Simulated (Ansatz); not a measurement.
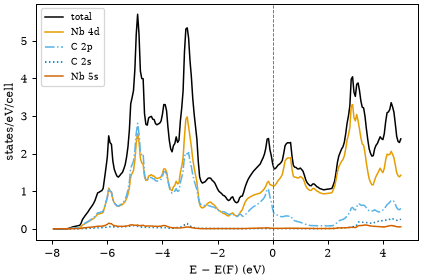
Fig. 1. Total and projected density of states of NbC (NiAs type, P6_3/mmc), PBEsol (plane waves, PAW; program Ansatz)

Which orbitals carry the states next to the Fermi level?

Within 0.5 eV of the Fermi level: Nb 4d 66 %, C 2p 31 %. Projections are on Löwdin-orthogonalised atomic valence shells; empty p or d shells of many metals are not among them.

Where is the tallest occupied peak in this window, and what makes it?

Near -4.9 eV, about 5.7 states/eV per cell; the largest projected share is C 2p.

The first step of the workflow began from a Materials Project structure, measured or hypothetical; the Crystallography Open Database copy checked does not list it. It is not the phase usual at ambient conditions (space group No. 225). The cell was relaxed with PBEsol under the symmetry of its start; its stability against distortions is not shown here. The run is not spin-polarised. Scalar-relativistic: spin–orbit coupling is off unless named, which matters more the heavier the elements.

Potentials: the later of the program's two PAW sets.
